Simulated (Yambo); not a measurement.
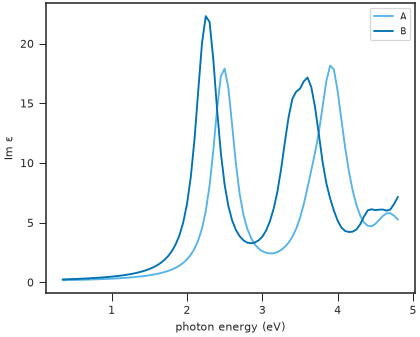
Figure. Two computed absorption spectra of WO3 (space group Pmma, No. 51) (Yambo, PBEsol bands with the same scissor, field along x)

Axes are Cartesian, with cell vectors (Å) (7.72, 0.00, 0.00), (0.00, 3.86, 0.00), (0.00, 0.00, 3.87).

Task: Which curve includes the electron-hole attraction (BSE)?

Result: Curve B: the attraction moves weight to lower energy (centre of the plotted range 3.1 eV against 3.4 eV). Settings: 4×6×6 mesh, 16 valence and 6 conduction bands, static screening with 74 bands and a 3 Ry block, scissor 0.83 eV, Tamm-Dancoff. The scissor comes from a G0W0 run whose convergence isn't established. Broadening 0.15 eV. The band window holds all transitions up to 4.8 eV. On this mesh the peak heights and the fine structure are mesh artefacts; only the shift of weight is robust.

Spin-orbit coupling is not included.

Geometry of the Materials Project entry, not relaxed at this level; primitive cell a = 7.7203 Å, b = 3.8597 Å, c = 3.8668 Å, α = β = γ = 90.00°.

The structure is a Materials Project entry; no match was found in the copy of COD used, and its stability was not checked.
